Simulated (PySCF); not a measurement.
**SCS-MP2/cc-pVTZ run of BrF (SMILES FBr)**

What is the vertical ionisation energy of BrF at SCS-MP2/cc-pVTZ? The job is set up through a Python script.

The results are computed with PySCF 2.14.0.

4 further runs of the same task are left out: 4 set aside as unsound or not needed.

### Step 1. The structure to begin with

BrF has 2 atoms, charge 0, and is taken as a singlet. As SMILES, `FBr`. The shape is that of a PBE0-D4/def2-TZVP optimisation.

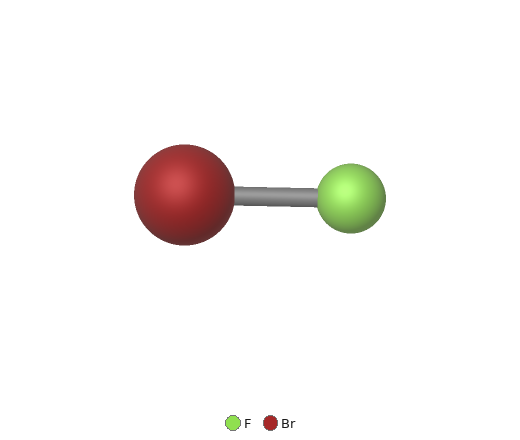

Viewed from a chosen angle; fluorine green, bromine red.

### Step 2. A single-point energy at SCS-MP2/cc-pVTZ

Input file run.py:

```python
# bromine fluoride
from pyscf import gto, scf, mp

mol = gto.M(
    atom=[
    ('F', (-0.000000, -0.000000, 0.023210)),
    ('Br', (0.000000, 0.000000, 1.776730)),
],
    verbose=3,
    charge=0,
    basis='cc-pvtz',
    max_memory=1860,
)

calc0 = scf.RHF(mol)
calc0.conv_tol = 1e-10
calc0.kernel()
if not calc0.converged:
    calc0 = calc0.newton().run(calc0.mo_coeff, calc0.mo_occ)

pt = mp.MP2(calc0, frozen=10).run()
etot = calc0.e_tot + 1.2 * pt.e_corr_os + pt.e_corr_ss / 3
print('Final energy', etot)
```

Launch:

```bash
OMP_NUM_THREADS=1 python run.py
```

What it wrote:

```text
converged SCF energy = -2671.8654569387
E(RMP2) = -2672.34507959147  E_corr = -0.479622652769966
E(SCS-RMP2) = -2672.32802135159  E_corr = -0.462564412890798
Final energy -2672.328021351589
```

Wall time 1.4 s (1 thread of Arm Neoverse V2, shared host); peak memory 0.16 GiB.

### Step 3. The doublet cation

Input file input.py:

```python
from pyscf import gto, mp

system = gto.Mole()
system.atom = '''
F        0.000000       0.000000       0.023210
Br       0.000000       0.000000       1.776730
'''
system.verbose = 3
system.basis = 'cc-pvtz'
system.max_memory = 1860
system.spin = 1
system.charge = 1
system.build()

mf = system.UHF()
mf.conv_tol = 1e-10
mf.kernel()
if not mf.converged:
    mf = mf.newton().run(mf.mo_coeff, mf.mo_occ)

pt = mp.MP2(mf, frozen=10).run()
e_final = mf.e_tot + 1.2 * pt.e_corr_os + pt.e_corr_ss / 3
print(f'total energy: {e_final:.8f} hartree')
```

Launch:

```bash
OMP_NUM_THREADS=1 python input.py
```

What it wrote:

```text
converged SCF energy = -2671.45471921082  <S^2> = 0.76666261  2S+1 = 2.0165938
E(UMP2) = -2671.90949993205  E_corr = -0.454780721225172
E(SCS-UMP2) = -2671.89331589795  E_corr = -0.438596687128797
total energy: -2671.89331590 hartree
```

It took 2.1 s on 1 thread of Arm Neoverse V2, shared host; peak memory 0.16 GiB.

### Step 4. Outcome

Level: SCS-MP2/cc-pVTZ, 10 core orbitals frozen.

| quantity | value |
| --- | --- |
| singlet BrF: total energy | -2672.32802 Eh |
| singlet BrF: dipole moment (Hartree–Fock density) | 1.72 D |
| singlet BrF: HOMO energy (Hartree–Fock orbitals) | -12.28 eV |
| singlet BrF: LUMO energy (Hartree–Fock orbitals) | 0.94 eV |
| singlet BrF: HOMO–LUMO gap (Hartree–Fock orbitals) | 13.22 eV |
| singlet BrF: correlation energy (10 core orbitals frozen) | -462.6 mEh |
| doublet cation: total energy | -2671.89332 Eh |
| doublet cation: HOMO energy (Hartree–Fock orbitals) (highest over α and β) | -21.21 eV |
| doublet cation: LUMO energy (Hartree–Fock orbitals) (lowest over α and β) | -10.14 eV |
| doublet cation: correlation energy (10 core orbitals frozen) | -438.6 mEh |
| doublet cation: ⟨S²⟩ of the reference determinant | 0.767 |
| vertical ionisation energy (to the doublet cation) | 11.829 eV |

What this shows: Removing an electron at fixed nuclei costs 11.83 eV (1141 kJ/mol).
